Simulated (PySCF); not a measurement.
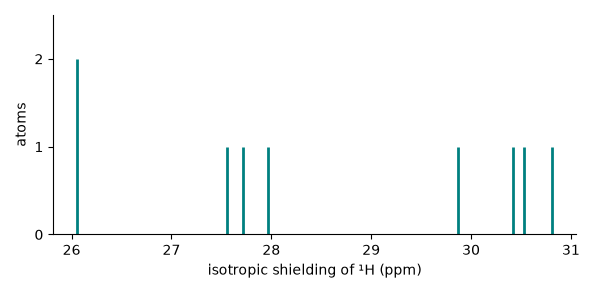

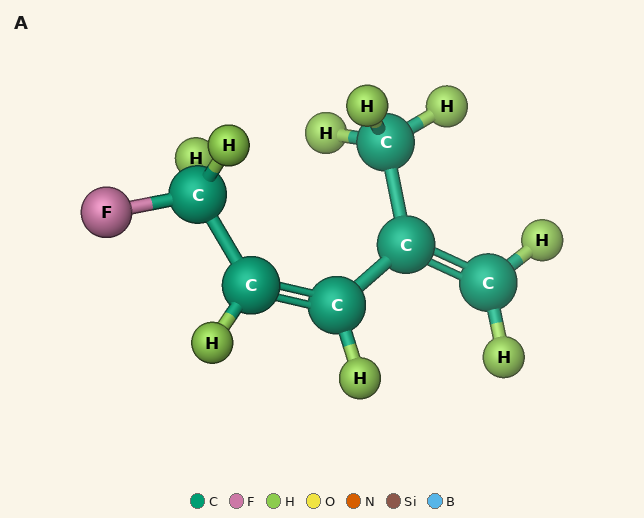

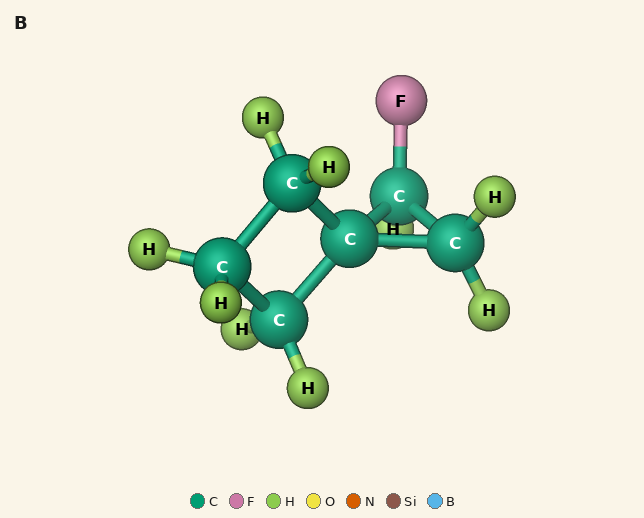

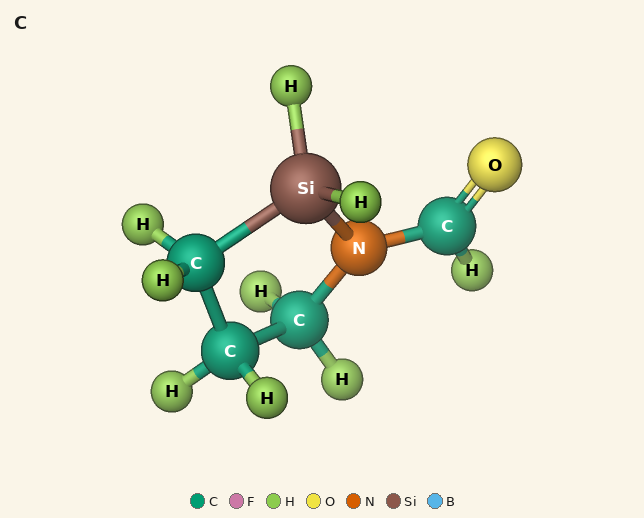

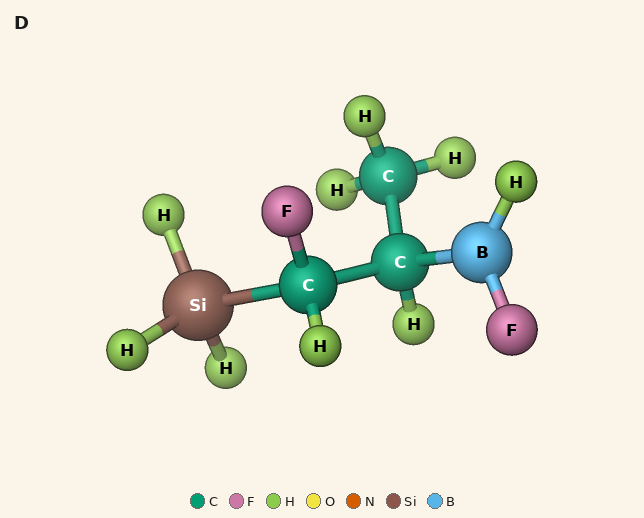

The sticks are computed shieldings of one of the molecules, for one fixed geometry (GFN2-xTB) without averaging over rotations. Low shielding means a high chemical shift. Method: GIAO PBE0/pcSseg-1 NMR shielding, non-relativistic, gas phase (PySCF 2.14.0).

### Which molecule gives this pattern?

D, `C[C@@H](BF)[C@@H](F)[SiH3]`. Its 9 H atoms give lines at 26.05 (2 atoms), 27.56, 27.72, 27.97, 29.87, 30.42, 30.53, 30.81 ppm.

The geometry is semi-empirical. Around B, Si such bond lengths and angles can be off by a tenth of an ångström or more and by several degrees, and values that hang on the shape move with them.
